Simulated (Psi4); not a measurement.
# One shape, several levels: GeSiH5 (SMILES [SiH2][GeH3])

Aim: a comparison of 3 runs (UB3LYP/6-31G*, UHSE06/aug-cc-pVDZ) of GeSiH5. 

The calculation is run with Psi4 1.11.

5 further runs of the same task are left out: 4 that didn't finish, 1 set aside as unsound or not needed.

## 1. Starting point

GeSiH5 has 7 atoms, charge 0, and is taken as a doublet. As SMILES, `[SiH2][GeH3]`. The Si1–H3 distance was set to 1.712 Å, away from the relaxed value.

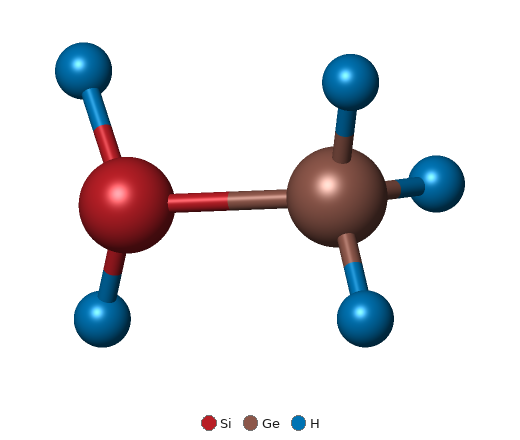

Viewed from a chosen angle; silicon red, germanium brown, hydrogen blue.

## 2. The energy at UB3LYP/6-31G(d) (spherical functions) (run 1)

geh5si.dat

```
memory 1600 MB

molecule mol {
  0 2
  Si
  Ge 1 R2
  H 1 R3 2 A3
  H 1 R4 3 A4 2 D4
  H 2 R5 1 A5 4 D5
  H 2 R6 5 A6 1 D6
  H 2 R7 5 A7 6 D7

  R2 = 2.370434
  R3 = 1.7123
  A3 = 113.39897
  R4 = 1.488941
  A4 = 109.62618
  D4 = -127.77419
  R5 = 1.536849
  A5 = 109.5778
  D5 = -56.26372
  R6 = 1.540932
  A6 = 108.40589
  D6 = -122.51351
  R7 = 1.536868
  A7 = 108.73572
  D7 = -117.61177
  symmetry c1
}

set {
  reference uks
  puream true
  e_convergence 1e-09
  d_convergence 1e-08
  scf_type pk
  dft_radial_points 99
  dft_spherical_points 590
  maxiter 100
}

E, wfn = energy("b3lyp/6-31G*", return_wfn=True)
```

Started as:

```sh
$ psi4 -i geh5si.dat -o geh5si.out -n 1
```

geh5si.out:

```text
[...]
  Running in c1 symmetry.
[...]
  Nuclear repulsion =  160.938810746095015
[...]
  Multiplicity = 2
[...]
  Nalpha       = 26
  Nbeta        = 25
[...]
    Number of basis functions: 60
[...]
   @UKS iter   1: -2367.63963005670757   -1.97626e+00   4.51223e-02 DIIS/ADIIS
[...]
   @UKS iter  14: -2369.19348255515388   -1.81899e-12   3.94977e-09 DIIS
[...]
   @S^2 Observed:                7.521651750E-01
[...]
    Orbital Energies [Eh]
    ---------------------
    Alpha Occupied:
       1A   -398.731204     2A    -66.136568     3A    -49.810648
       4A    -44.334156     5A    -44.333847     6A    -44.333822
       7A     -6.239990     8A     -5.296739     9A     -4.410550
      10A     -4.410104    11A     -4.410028    12A     -3.658432
      13A     -3.653199    14A     -3.652740    15A     -1.214501
      16A     -1.214272    17A     -1.213452    18A     -1.211665
      19A     -1.211563    20A     -0.580140    21A     -0.499307
      22A     -0.360290    23A     -0.353444    24A     -0.336097
      25A     -0.305608    26A     -0.217524
    Alpha Virtual:
[...]
  @UKS Final Energy: -2369.19348255515388
   => Energetics <=
    Nuclear Repulsion Energy =            160.9388107460950152
    One-Electron Energy =               -3618.5727470319029635
    Two-Electron Energy =                1170.3283411410066037
    DFT Exchange-Correlation Energy =     -81.8878874103524765
    Empirical Dispersion Energy =           0.0000000000000000
    VV10 Nonlocal Energy =                  0.0000000000000000
    Total Energy =                      -2369.1934825551538779
[...]
 Multipole Moments:
 ------------------------------------------------------------------------------------
     Multipole            Electronic (a.u.)      Nuclear  (a.u.)        Total (a.u.)
 ------------------------------------------------------------------------------------
 L = 1.  Multiply by 2.5417464519 to convert [e a0] to [Debye]
 Dipole X            :         -1.0390039            1.0587728            0.0197688
 Dipole Y            :         -0.8655233            0.7401945           -0.1253288
 Dipole Z            :          7.3811448           -7.2636629            0.1174819
 Magnitude           :                                                    0.1729165
[...]
```

Run time: 16 s. Hardware: 1 thread of Intel Xeon 6975P-C (Granite Rapids), shared host; peak memory 0.79 GiB.

## 3. A single-point energy at UB3LYP/6-31G(d) (Cartesian functions) (run 2)

job.json

```json
{
  "schema_name": "qcschema_input",
  "schema_version": 1,
  "molecule": {
    "schema_name": "qcschema_molecule",
    "schema_version": 2,
    "symbols": ["Si", "Ge", "H", "H", "H", "H", "H"],
    "geometry": [-0.25490894, -2.49748283, -0.67658053, 0.46961206, 1.92126376, -0.55242553, 0.32730056, -3.97484993, 2.14276045, -2.828149, -3.17986294, -1.58742853, -0.00584303, 3.05963478, -3.18160148, -1.27366029, 3.25956781, 1.35789861, 3.22521069, 2.43980461, 0.20422081],
    "molecular_charge": 0,
    "molecular_multiplicity": 2,
    "fix_symmetry": "c1"
  },
  "driver": "energy",
  "model": {
    "method": "b3lyp",
    "basis": "6-31G*"
  },
  "keywords": {
    "reference": "uks",
    "puream": false,
    "e_convergence": 1e-09,
    "d_convergence": 1e-08,
    "scf_type": "pk",
    "dft_radial_points": 99,
    "dft_spherical_points": 590,
    "maxiter": 100,
    "scf_properties": ["QUADRUPOLE", "LOWDIN_CHARGES", "MULLIKEN_CHARGES"]
  }
}
```

Started as:

```sh
$ psi4 --qcschema job.json -n 1 --memory 1600MB
```

stdout (excerpt; [...] marks lines left out):

```text
[...]
  Running in c1 symmetry.
[...]
  Nuclear repulsion =  160.938796488141577
[...]
  Multiplicity = 2
[...]
  Nalpha       = 26
  Nbeta        = 25
[...]
    Number of basis functions: 64
[...]
   @UKS iter   1: -2367.50112308726648   -1.81239e+00   4.58785e-02 DIIS/ADIIS
[...]
   @UKS iter  14: -2369.20027177880593   -2.27374e-12   5.41746e-09 DIIS
[...]
   @S^2 Observed:                7.521744604E-01
[...]
  @UKS Final Energy: -2369.20027177880593
   => Energetics <=
    Nuclear Repulsion Energy =            160.9387964881415769
    One-Electron Energy =               -3618.4939688702297644
    Two-Electron Energy =                1170.2168427722735942
    DFT Exchange-Correlation Energy =     -81.8619421689913480
    Empirical Dispersion Energy =           0.0000000000000000
    VV10 Nonlocal Energy =                  0.0000000000000000
    Total Energy =                      -2369.2002717788059272
[...]
 Multipole Moments:
 ------------------------------------------------------------------------------------
     Multipole            Electronic (a.u.)      Nuclear  (a.u.)        Total (a.u.)
 ------------------------------------------------------------------------------------
 L = 1.  Multiply by 2.5417464519 to convert [e a0] to [Debye]
 Dipole X            :          1.9501889           -1.9840685           -0.0338796
 Dipole Y            :          7.1859578           -7.0606516            0.1253062
 Dipole Z            :         -0.9117403            0.8002329           -0.1115074
 Magnitude           :                                                    0.1711238
 L = 2.  Multiply by 1.3450342976 to convert [e a0^2] to [Debye ang]
 Quadrupole XX       :        -51.5838680           25.8426053          -25.7412627
 Quadrupole XY       :        -43.3799452           43.4390422            0.0590970
[...]
  Mulliken Charges: (a.u.)
   Center  Symbol    Alpha    Beta     Spin     Total
       1    SI     7.40595  6.44795  0.95800  0.14610
       2    GE    16.07401 16.07518 -0.00117 -0.14919
       3     H     0.54018  0.53542  0.00475 -0.07560
       4     H     0.52224  0.52294 -0.00070 -0.04518
       5     H     0.47806  0.48097 -0.00290  0.04097
       6     H     0.50207  0.45725  0.04482  0.04069
       7     H     0.47749  0.48029 -0.00280  0.04221
   Total alpha = 26.00000, Total beta = 25.00000, Total charge =  0.00000
  Lowdin Charges: (a.u.)
[...]
```

The result, in JSON:

```text
{
 "driver": "energy",
 "model": {
  "method": "b3lyp",
  "basis": "6-31G*"
 },
 "success": true,
 "return_result": -2369.200271778806,
 "properties": {
  "calcinfo_nbasis": 64,
  "calcinfo_nmo": 64,
  "calcinfo_nalpha": 26,
  "calcinfo_nbeta": 25,
  "calcinfo_natom": 7,
  "nuclear_repulsion_energy": 160.93879648814158,
  "return_energy": -2369.200271778806,
  "scf_one_electron_energy": -3618.4939688702298,
  "scf_two_electron_energy": 1170.2168427722736,
  "scf_xc_energy": -81.86194216899135,
  "scf_dipole_moment": [-0.03387955551583732, 0.12530616836276298, -0.11150738006449779],
  "scf_total_energy": -2369.200271778806,
  "scf_iterations": 14
 }
}
```

Wall time 13 s (1 thread of Intel Xeon 6975P-C (Granite Rapids), shared host); peak memory 0.83 GiB.

## 4. The energy at UHSE06/aug-cc-pVDZ (run 3)

calc.inp

```
memory 1.6 GB

molecule geom {
  0 2
  Si
  Ge 1 2.370434
  H 1 1.7123 2 113.39897
  H 1 1.488941 3 109.62618 2 -127.77419
  H 2 1.536849 1 109.5778 4 -56.26372
  H 2 1.540932 5 108.40589 1 -122.51351
  H 2 1.536868 5 108.73572 6 -117.61177
  units angstrom
  symmetry c1
}

set reference uks
set puream true
set e_convergence 1e-09
set d_convergence 1e-08
set scf_type pk
set dft_radial_points 99
set dft_spherical_points 590
set maxiter 100

energy_value, wavefunction = energy("hse06/aug-cc-pVDZ", return_wfn=True)
oeprop(wavefunction, "WIBERG_LOWDIN_INDICES", "LOWDIN_CHARGES", "MULLIKEN_CHARGES", title="HSE06")
```

Started as:

```sh
$ psi4 -n 1 calc.inp calc.out
```

calc.out (excerpt; [...] marks lines left out):

```text
[...]
  Running in c1 symmetry.
[...]
  Nuclear repulsion =  160.938810746095015
[...]
  Multiplicity = 2
[...]
  Nalpha       = 26
  Nbeta        = 25
[...]
    Number of basis functions: 108
[...]
   @UKS iter   1: -2368.09967470107495   -2.75022e+00   1.21469e-02 ADIIS/DIIS
[...]
   @UKS iter  13: -2369.02035030498655    1.68257e-11   4.60619e-09 DIIS
[...]
   @S^2 Observed:                7.537992301E-01
[...]
  @UKS Final Energy: -2369.02035030498655
   => Energetics <=
    Nuclear Repulsion Energy =            160.9388107460950152
    One-Electron Energy =               -3618.7541076753004745
    Two-Electron Energy =                1166.0329336262839206
    DFT Exchange-Correlation Energy =     -77.2379870020651254
    Empirical Dispersion Energy =           0.0000000000000000
    VV10 Nonlocal Energy =                  0.0000000000000000
    Total Energy =                      -2369.0203503049865503
[...]
 Multipole Moments:
 ------------------------------------------------------------------------------------
     Multipole            Electronic (a.u.)      Nuclear  (a.u.)        Total (a.u.)
 ------------------------------------------------------------------------------------
 L = 1.  Multiply by 2.5417464519 to convert [e a0] to [Debye]
 Dipole X            :         -1.0424214            1.0587728            0.0163513
 Dipole Y            :         -0.8426195            0.7401945           -0.1024250
 Dipole Z            :          7.3620241           -7.2636629            0.0983612
 Magnitude           :                                                    0.1429447
[...]
  Mulliken Charges: (a.u.)
   Center  Symbol    Alpha    Beta     Spin     Total
       1    SI     7.69342  6.67356  1.01986 -0.36698
       2    GE    16.20167 16.24621 -0.04454 -0.44787
       3     H     0.48271  0.49811 -0.01540  0.01918
       4     H     0.38815  0.38917 -0.00102  0.22269
       5     H     0.40344  0.40502 -0.00158  0.19154
       6     H     0.42791  0.38347  0.04444  0.18862
       7     H     0.40270  0.40447 -0.00176  0.19283
   Total alpha = 26.00000, Total beta = 25.00000, Total charge =  0.00000
  Lowdin Charges: (a.u.)
[...]
```

Wall time 76 s (1 thread of Intel Xeon 6975P-C (Granite Rapids), shared host); peak memory 0.95 GiB.

## 5. All runs side by side

```
run                                level  Cartesian functions   energy (Eh)  dipole moment (D)  HOMO energy (eV)  LUMO energy (eV)  wall time
  1  UB3LYP/6-31G* (spherical functions)                   no  -2369.193483               0.44             -5.92             -3.02       16 s
  2  UB3LYP/6-31G* (Cartesian functions)                  yes  -2369.200272               0.43             -5.92             -3.02       13 s
  3                   UHSE06/aug-cc-pVDZ                   no  -2369.020350               0.36             -5.92             -3.18       76 s
```

## 6. Outcome

```
                                 quantity           value
                      run 3: total energy  -2369.02035 Eh
                     run 3: dipole moment          0.36 D
run 3: HOMO energy (highest over α and β)        -5.92 eV
 run 3: LUMO energy (lowest over α and β)        -3.18 eV
                              run 3: ⟨S²⟩           0.754
```

In words: The dipole moment (its size) runs from 0.36 D (UHSE06/aug-cc-pVDZ) to 0.44 D (UB3LYP/6-31G*). The two ends differ in method and basis. Totals of different functionals can't be ranked against each other. All runs together took 1.7 min, the longest 76 s.
